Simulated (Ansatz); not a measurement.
AlH3ClO2F: molecular dynamics (part 3 of 3)

AlH3ClO2F; RKS PBE-D4/6-31G* (Ansatz 0.2.0). It belongs to a series of runs on one base structure; here: dynamics from the highest image of the converged band.

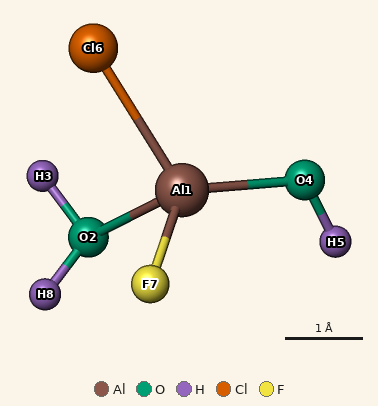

*The geometry at step 117 of the log (ball-and-stick view, seen at a tilt; atoms are numbered from 1 in the order of the input).*

## Trajectory as extended XYZ, continued
```
8
Properties=species:S:1:pos:R:3:forces:R:3 step=33 time_fs=16.5 energy=-25968.49576 temperature=46.7
Al    0.0484    0.5619   -0.1830    0.4494  -0.1414   0.2369
O    -0.0540   -0.1033    1.7194    0.4462  -0.4844  -0.3957
H    -1.0068   -0.2732    1.8385   -0.4477  -0.1170   0.1075
O     1.3893   -0.1914   -0.9584   -0.3692   0.2481  -0.2937
H     2.0031   -0.7028   -0.4209    0.3065  -0.2425   0.2345
Cl   -1.9224   -0.0554   -0.6296   -0.4878  -0.1080  -0.2559
F     0.1879    2.1484    0.3339    0.0456   0.2747  -0.0090
H     0.1620    0.6788    2.2503    0.0570   0.5705   0.3753
8
Properties=species:S:1:pos:R:3:forces:R:3 step=42 time_fs=21.0 energy=-25968.48956 temperature=38.7
Al    0.0537    0.5616   -0.1887    0.1696   0.1683   0.4813
O    -0.0617   -0.1127    1.7098   -0.1494   0.4287   0.5247
H    -1.0407   -0.2474    1.8413    0.4657   0.0052  -0.0780
O     1.3877   -0.1920   -0.9546    0.4286  -0.3418   0.1038
H     2.0293   -0.6683   -0.3840   -0.2731   0.2211  -0.2954
Cl   -1.9229   -0.0563   -0.6238   -0.4654  -0.0939  -0.2821
F     0.1885    2.1557    0.3331    0.0402   0.0682  -0.0784
H     0.1795    0.6795    2.2684   -0.2162  -0.4559  -0.3760
8
Properties=species:S:1:pos:R:3:forces:R:3 step=50 time_fs=25.0 energy=-25968.48608 temperature=34.2
Al    0.0596    0.5623   -0.1910   -0.0658   0.3504   0.4960
O    -0.0687   -0.1188    1.7046    0.2825  -0.2882  -0.1625
H    -1.0318   -0.2302    1.8363   -0.3362  -0.1910  -0.0304
O     1.3889   -0.1949   -0.9514   -0.1648   0.0731  -0.4756
H     2.0335   -0.6195   -0.3777    0.4311  -0.2571   0.2568
Cl   -1.9255   -0.0576   -0.6200   -0.3608  -0.0580  -0.2784
F     0.1893    2.1629    0.3317    0.0392  -0.1135  -0.1137
H     0.1736    0.6464    2.2530    0.1750   0.4843   0.3078
8
Properties=species:S:1:pos:R:3:forces:R:3 step=58 time_fs=29.0 energy=-25968.48878 temperature=37.6
Al    0.0651    0.5648   -0.1905   -0.2136   0.3527   0.5301
O    -0.0736   -0.1258    1.6995    0.1166   0.3768   0.3922
H    -1.0498   -0.2366    1.8248    0.1811  -0.0624  -0.0674
O     1.3905   -0.1983   -0.9512    0.6416  -0.4190   0.1621
H     2.0726   -0.5903   -0.3576   -0.3655   0.2353  -0.4126
Cl   -1.9296   -0.0591   -0.6174   -0.2455  -0.0197  -0.2649
F     0.1905    2.1692    0.3294    0.0450  -0.1801  -0.1224
H     0.1807    0.6536    2.2605   -0.1596  -0.2836  -0.2171
8
Properties=species:S:1:pos:R:3:forces:R:3 step=67 time_fs=33.5 energy=-25968.49650 temperature=47.5
Al    0.0700    0.5700   -0.1864   -0.1913   0.1330   0.3232
O    -0.0777   -0.1310    1.6968    0.2203  -0.1550  -0.1217
H    -1.0490   -0.2567    1.8016   -0.0453  -0.0481   0.0111
O     1.3968   -0.2052   -0.9510   -0.4001   0.1417  -0.4252
H     2.0915   -0.5379   -0.3761    0.4870  -0.2079   0.2886
Cl   -1.9355   -0.0609   -0.6158   -0.0832   0.0298  -0.2304
F     0.1923    2.1747    0.3256    0.0547  -0.1609  -0.0923
H     0.1683    0.6364    2.2493   -0.0420   0.2674   0.2466
8
Properties=species:S:1:pos:R:3:forces:R:3 step=75 time_fs=37.5 energy=-25968.50382 temperature=56.9
Al    0.0732    0.5754   -0.1808   -0.0907  -0.1406   0.1556
O    -0.0790   -0.1357    1.6944    0.3896   0.2036   0.1171
H    -1.0480   -0.2820    1.7810   -0.1272  -0.0575   0.0305
O     1.4009   -0.2113   -0.9533    0.3099  -0.1531   0.3172
H     2.1458   -0.5053   -0.3779   -0.4436   0.2123  -0.3790
Cl   -1.9412   -0.0623   -0.6155    0.0524   0.0699  -0.1965
F     0.1944    2.1782    0.3215    0.0576  -0.0598  -0.0462
H     0.1429    0.6406    2.2609   -0.1479  -0.0751   0.0012
8
Properties=species:S:1:pos:R:3:forces:R:3 step=83 time_fs=41.5 energy=-25968.50870 temperature=63.3
Al    0.0758    0.5800   -0.1742    0.0275  -0.3950  -0.0439
O    -0.0774   -0.1390    1.6930   -0.2089   0.2435   0.3099
H    -1.0565   -0.3148    1.7636    0.4027  -0.0051  -0.0566
O     1.4059   -0.2179   -0.9540   -0.7886   0.2782  -0.2102
H     2.1661   -0.4539   -0.4129    0.4287  -0.0886   0.2735
Cl   -1.9466   -0.0635   -0.6160    0.1754   0.1014  -0.1571
F     0.1969    2.1812    0.3169    0.0573   0.0413  -0.0084
H     0.0989    0.6402    2.2770   -0.0942  -0.1756  -0.1072
8
Properties=species:S:1:pos:R:3:forces:R:3 step=92 time_fs=46.0 energy=-25968.51458 temperature=70.9
Al    0.0790    0.5826   -0.1672    0.0666  -0.4794  -0.1711
O    -0.0761   -0.1406    1.6938    0.3770   0.0892   0.0655
H    -1.0291   -0.3614    1.7361   -0.3830  -0.2303  -0.0227
O     1.4053   -0.2232   -0.9554    0.0255   0.0584   0.3959
H     2.2227   -0.3974   -0.4329   -0.5046   0.1769  -0.2992
Cl   -1.9518   -0.0643   -0.6175    0.3064   0.1255  -0.1145
F     0.2003    2.1849    0.3118    0.0484   0.0790   0.0201
H     0.0367    0.6278    2.2910    0.0636   0.1808   0.1260
8
Properties=species:S:1:pos:R:3:forces:R:3 step=100 time_fs=50.0 energy=-25968.52359 temperature=82.5
Al    0.0822    0.5820   -0.1619    0.0038  -0.3950  -0.1535
O    -0.0729   -0.1410    1.6958   -0.4358   0.2344   0.4152
H    -1.0331   -0.4291    1.7076    0.5531   0.1284   0.0056
O     1.4025   -0.2267   -0.9542   -0.8117   0.1918  -0.0916
H     2.2329   -0.3288   -0.4737    0.3439   0.0254   0.1971
Cl   -1.9550   -0.0644   -0.6192    0.3793   0.1215  -0.0793
F     0.2037    2.1888    0.3073    0.0413   0.0308   0.0093
H    -0.0113    0.6347    2.3150   -0.0739  -0.3373  -0.3028
8
Properties=species:S:1:pos:R:3:forces:R:3 step=108 time_fs=54.0 energy=-25968.53638 temperature=99.0
Al    0.0853    0.5792   -0.1575   -0.1662  -0.1371  -0.1071
O    -0.0721   -0.1401    1.7005    0.4905  -0.2578  -0.2792
H    -0.9859   -0.4889    1.6807   -0.4254  -0.1766   0.0770
O     1.3939   -0.2287   -0.9528    0.0232   0.0282   0.2125
H     2.2651   -0.2510   -0.5022   -0.3465   0.0807  -0.1836
Cl   -1.9565   -0.0640   -0.6214    0.4520   0.1159  -0.0510
F     0.2075    2.1930    0.3030    0.0300  -0.0962  -0.0010
H    -0.0682    0.6143    2.3128   -0.0575   0.4429   0.3323
8
Properties=species:S:1:pos:R:3:forces:R:3 step=117 time_fs=58.5 energy=-25968.54739 temperature=113.2
Al    0.0876    0.5753   -0.1532   -0.4144   0.1579   0.0420
O    -0.0680   -0.1402    1.7049   -0.3527   0.1611   0.3684
H    -0.9694   -0.5716    1.6643    0.4099   0.2552   0.1088
O     1.3831   -0.2305   -0.9498   -0.3249  -0.0867  -0.1136
H     2.2636   -0.1523   -0.5543    0.2340   0.0606   0.0516
Cl   -1.9560   -0.0629   -0.6240    0.4658   0.0906  -0.0326
F     0.2120    2.1967    0.2980    0.0209  -0.2213  -0.0233
H    -0.1433    0.6282    2.3343   -0.0385  -0.4173  -0.4013
8
Properties=species:S:1:pos:R:3:forces:R:3 step=125 time_fs=62.5 energy=-25968.55926 temperature=128.4
Al    0.0872    0.5727   -0.1491   -0.5839   0.3488   0.0764
O    -0.0658   -0.1397    1.7110    0.2021  -0.2995  -0.1812
H    -0.9219   -0.6218    1.6654   -0.1622  -0.1372   0.0140
O     1.3718   -0.2330   -0.9473    0.3073  -0.1067   0.0101
H     2.2716   -0.0545   -0.6055   -0.2071  -0.0279  -0.1500
Cl   -1.9533   -0.0615   -0.6266    0.4553   0.0754  -0.0212
F     0.2163    2.1981    0.2935    0.0127  -0.2872  -0.0130
H    -0.2174    0.6068    2.3163   -0.0241   0.4343   0.2648
8
Properties=species:S:1:pos:R:3:forces:R:3 step=133 time_fs=66.5 energy=-25968.56823 temperature=139.9
Al    0.0836    0.5719   -0.1447   -0.6130   0.3430   0.0803
O    -0.0626   -0.1406    1.7168   -0.1722   0.3117   0.3800
H    -0.8862   -0.6853    1.6700    0.0355  -0.0111   0.0052
O     1.3626   -0.2364   -0.9451    0.3102  -0.0997  -0.0334
H     2.2605    0.0390   -0.6734   -0.1212  -0.0635  -0.1229
Cl   -1.9487   -0.0598   -0.6292    0.3833   0.0497  -0.0238
F     0.2206    2.1973    0.2888    0.0085  -0.2451   0.0166
H    -0.2913    0.6204    2.3137    0.1689  -0.2850  -0.3021
8
Properties=species:S:1:pos:R:3:forces:R:3 step=142 time_fs=71.0 energy=-25968.57754 temperature=151.9
Al    0.0754    0.5733   -0.1392   -0.4192   0.1344  -0.0403
O    -0.0607   -0.1399    1.7261   -0.0326  -0.3285  -0.1697
H    -0.8372   -0.7534    1.6771    0.1288   0.1251   0.0418
O     1.3549   -0.2417   -0.9430    0.1694  -0.0191  -0.0069
H     2.2376    0.1387   -0.7710   -0.0335  -0.0808  -0.0863
Cl   -1.9415   -0.0577   -0.6323    0.2509   0.0145  -0.0318
F     0.2255    2.1941    0.2838    0.0036  -0.1078   0.0774
H    -0.3518    0.6106    2.2790   -0.0674   0.2622   0.2159
8
Properties=species:S:1:pos:R:3:forces:R:3 step=150 time_fs=75.0 energy=-25968.57539 temperature=149.1
Al    0.0656    0.5754   -0.1346   -0.1188  -0.1133  -0.1687
O    -0.0595   -0.1406    1.7340    0.2825   0.4893   0.0659
H    -0.7792   -0.8013    1.6898   -0.3146  -0.1840   0.0625
O     1.3496   -0.2465   -0.9414    0.2912   0.2180   0.0717
H     2.2151    0.2134   -0.8686   -0.2842  -0.2293  -0.0724
Cl   -1.9340   -0.0557   -0.6352    0.0898  -0.0196  -0.0521
F     0.2299    2.1903    0.2799   -0.0046   0.0565   0.1349
H    -0.4076    0.6184    2.2627    0.0586  -0.2175  -0.0418
8
Properties=species:S:1:pos:R:3:forces:R:3 step=158 time_fs=79.0 energy=-25968.56619 temperature=137.4
Al    0.0551    0.5768   -0.1309    0.2117  -0.3127  -0.2470
O    -0.0566   -0.1386    1.7420   -0.3434  -0.2707  -0.0632
H    -0.7494   -0.8578    1.7118    0.3617   0.4918   0.0558
O     1.3461   -0.2499   -0.9391   -0.4245  -0.0010   0.1371
H     2.1664    0.2639   -0.9784    0.2997   0.0841  -0.0372
Cl   -1.9261   -0.0538   -0.6383   -0.1091  -0.0643  -0.0790
F     0.2343    2.1869    0.2772   -0.0170   0.1808   0.1634
H    -0.4579    0.6053    2.2484    0.0208  -0.1080   0.0701
8
Properties=species:S:1:pos:R:3:forces:R:3 step=167 time_fs=83.5 energy=-25968.55128 temperature=118.2
Al    0.0448    0.5764   -0.1284    0.5070  -0.2832  -0.2518
O    -0.0550   -0.1372    1.7503    0.3261   0.5643  -0.0138
H    -0.6861   -0.8756    1.7444   -0.3775  -0.5091  -0.0461
O     1.3395   -0.2524   -0.9352    0.1888   0.4291   0.0439
H     2.1294    0.3125   -1.1032   -0.3754  -0.3428   0.1070
Cl   -1.9178   -0.0520   -0.6422   -0.3208  -0.1094  -0.1058
F     0.2390    2.1849    0.2756   -0.0456   0.2061   0.1632
H    -0.5119    0.5775    2.2476    0.0973   0.0451   0.1033
8
Properties=species:S:1:pos:R:3:forces:R:3 step=175 time_fs=87.5 energy=-25968.53784 temperature=101.0
Al    0.0386    0.5743   -0.1276    0.6176  -0.1355  -0.1124
O    -0.0521   -0.1328    1.7574   -0.5667  -0.3202   0.1126
H    -0.6577   -0.9294    1.7671    0.4355   0.5533  -0.0711
O     1.3340   -0.2514   -0.9308   -0.5320  -0.1557   0.2435
H     2.0622    0.3191   -1.2053    0.3945   0.2096  -0.0972
Cl   -1.9119   -0.0509   -0.6462   -0.4857  -0.1484  -0.1338
F     0.2429    2.1847    0.2757   -0.0738   0.1377   0.1269
H    -0.5458    0.5591    2.2637    0.2107  -0.1406  -0.0685
8
Properties=species:S:1:pos:R:3:forces:R:3 step=183 time_fs=91.5 energy=-25968.52601 temperature=85.7
Al    0.0359    0.5716   -0.1275    0.5725   0.1681   0.0477
O    -0.0525   -0.1299    1.7650    0.5424   0.3308  -0.2670
H    -0.5908   -0.9367    1.7801   -0.3552  -0.5213  -0.0174
O     1.3255   -0.2505   -0.9250    0.4333   0.3277  -0.2307
H     2.0234    0.3335   -1.3087   -0.4174  -0.4110   0.3084
Cl   -1.9080   -0.0505   -0.6507   -0.5693  -0.1660  -0.1369
F     0.2461    2.1857    0.2767   -0.1077   0.0220   0.0902
H    -0.5555    0.5303    2.2780   -0.0987   0.2497   0.2056
8
Properties=species:S:1:pos:R:3:forces:R:3 step=192 time_fs=96.0 energy=-25968.51346 temperature=69.6
Al    0.0366    0.5696   -0.1269    0.3507   0.3881   0.2689
O    -0.0496   -0.1246    1.7715   -0.2223  -0.3296  -0.0140
H    -0.5481   -0.9876    1.7918    0.2096   0.6183   0.0234
O     1.3184   -0.2477   -0.9197   -0.2142  -0.4797   0.2139
H     1.9452    0.3077   -1.3926    0.4374   0.2806  -0.2284
Cl   -1.9067   -0.0508   -0.6566   -0.5770  -0.1584  -0.1291
F     0.2487    2.1869    0.2788   -0.1263  -0.0659   0.0476
H    -0.5695    0.5193    2.3135    0.1421  -0.2534  -0.1824
8
Properties=species:S:1:pos:R:3:forces:R:3 step=200 time_fs=100.0 energy=-25968.50584 temperature=59.6
Al    0.0394    0.5702   -0.1249    0.1065   0.5132   0.3285
O    -0.0471   -0.1213    1.7764    0.5709   0.1109  -0.3715
H    -0.5014   -0.9811    1.8054   -0.2621  -0.3532   0.0148
O     1.3122   -0.2483   -0.9144    0.7028   0.0378  -0.4827
H     1.9093    0.2991   -1.4762   -0.3230  -0.3603   0.4093
Cl   -1.9081   -0.0519   -0.6623   -0.4945  -0.1228  -0.0858
F     0.2499    2.1876    0.2810   -0.1325  -0.0698   0.0395
H    -0.5696    0.4871    2.3295   -0.1681   0.2441   0.1479
```

This output came from the following input.

## Input
```yaml
crystal:
  periodic: [false, false, false]
  atoms:
    - { symbol: Al, position_ang: [0.057412, 0.54656, -0.153417] }
    - { symbol: O, position_ang: [-0.013373, -0.076511, 1.754995] }
    - { symbol: H, position_ang: [-0.926168, -0.425468, 1.882722] }
    - { symbol: O, position_ang: [1.379604, -0.182306, -0.975804] }
    - { symbol: H, position_ang: [1.929851, -0.843744, -0.524998] }
    - { symbol: Cl, position_ang: [-1.940149, -0.056364, -0.66041] }
    - { symbol: F, position_ang: [0.189438, 2.151222, 0.33894] }
    - { symbol: H, position_ang: [0.014084, 0.793213, 2.218872] }
basis:
  gaussian: { orbitals: "6-31G*" }
hamiltonian:
  xc: pbe
  dispersion: d4
md:
  timestep: 0.5
  n_steps: 200
  ensemble: nve
  temperature: 100.0
  initial_velocities: maxwell_boltzmann
  seed: 2467
```

Command:
```bash
ansatz run input.yaml --threads 2 --pin off --max-ram 3072MiB --backend cpu --events-out ev --progress --plain --runs-dir out
```

## Key numbers

- outcome: finished
- mean temperature over the second half: 114 K
- trajectory: 200 steps, 100 fs
- ensemble: nve
- temperature in the input: 100.0 K
- time step: 0.5 fs
- potential energy (last step): −25968.5059 eV
- mean-field energy (last step): −25968.3486 eV
- largest force (length of the vector) (last step): 0.853 eV/Å
- hardware: 2 threads of Arm Neoverse V2, 24 GiB of memory available, shared host
- wall time: 4.3 min (CPU time 8.3 min)
- peak memory: 0.13 GiB

## Remarks

So short a trajectory is not equilibrated.
